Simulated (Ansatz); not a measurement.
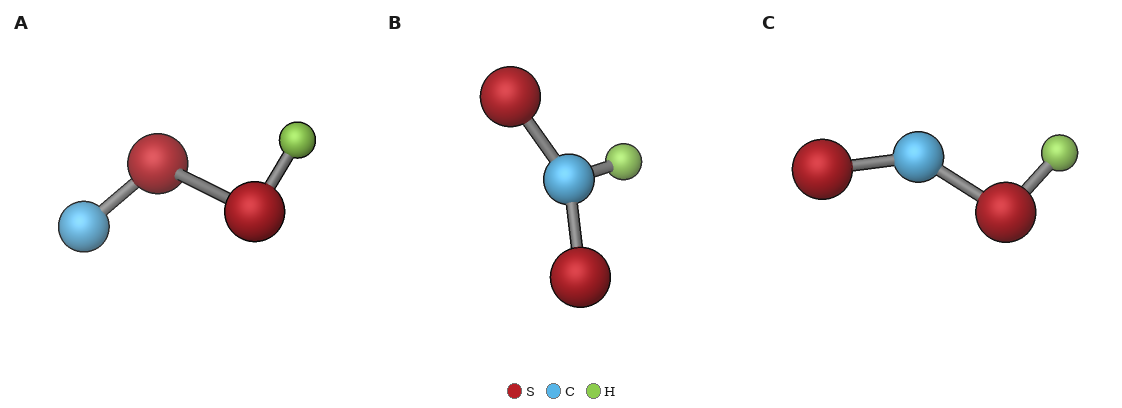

3 stationary structures of one formula. Charge 0, doublet. Geometries: PBE0-D4/def2-TZVP. Electronic energies: B3LYP-D4/def2-TZVPP (Ansatz 0.2.0), without zero-point energy. No frequency run is at hand to confirm each as a minimum.

**Rank them by energy, lowest first.**

B is lowest; C lies 0.118 eV above it, A lies 2.123 eV above it (Cs).
